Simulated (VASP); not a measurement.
Given:

```xyz
2
Lattice="2.6802 0.0000 0.0000 0.0000 2.6802 0.0000 0.0000 0.0000 2.6802" Properties=species:S:1:pos:R:3 pbc="T T T"
Rh     0.0000     0.0000     0.0000
B      1.3401     1.3401     1.3401
```

Computed with PBEsol GGA, VASP's PBE PAW potentials (set 64) (plane waves; VASP). Run with 520 eV cut-off, 15×15×15 Γ-centred mesh, tetrahedra with Blöchl corrections, potentials Rh_pv B.

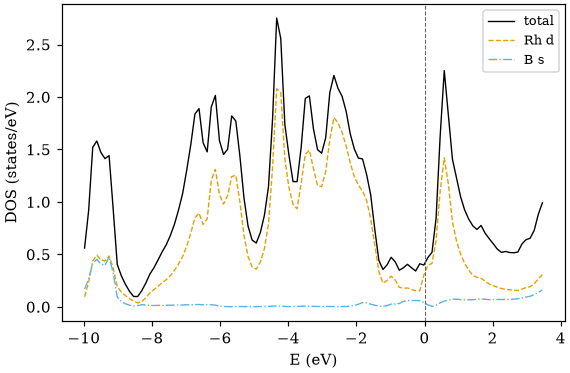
Figure: Total and projected density of states, zero at the Fermi level

Within 2 eV below the Fermi level the largest weight inside VASP's projection spheres is Rh d.

It has no gap at this level: it comes out as a metal or semimetal.

The structure was generated: RhB was put into the CsCl type type (Pm-3m), which need not be its known phase. It was relaxed first, which changed the volume by -24 %.
